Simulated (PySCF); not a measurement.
Ionisation energy of Si⁺ ([Ne] 3s² 3p → [Ne] 3s²). PySCF, aug-cc-pV(Q+d)Z, non-relativistic, unrestricted single determinants, no spin-orbit coupling. Methods marked “valence” freeze 10 core electrons.

By method:

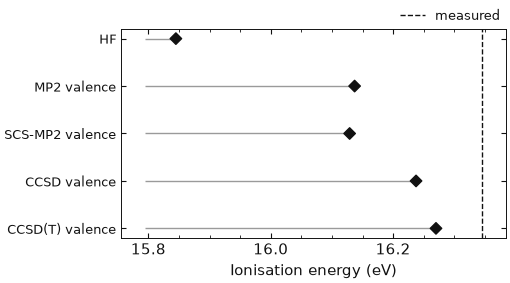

| Method | Ionisation energy (eV) |
| --- | --- |
| HF | 15.845 |
| MP2 valence | 16.137 |
| SCS-MP2 valence | 16.129 |
| CCSD valence | 16.237 |
| CCSD(T) valence | 16.270 |

The values run from 15.845 eV (HF) to 16.270 eV (CCSD(T) valence). The measured value is 16.346 eV; nearest to it come CCSD(T) valence (−0.076) and CCSD valence (−0.108), furthest HF (−0.501 eV). These values lack spin-orbit coupling; with the first-order correction of +0.020 eV added, CCSD(T) valence comes nearest (−0.055).
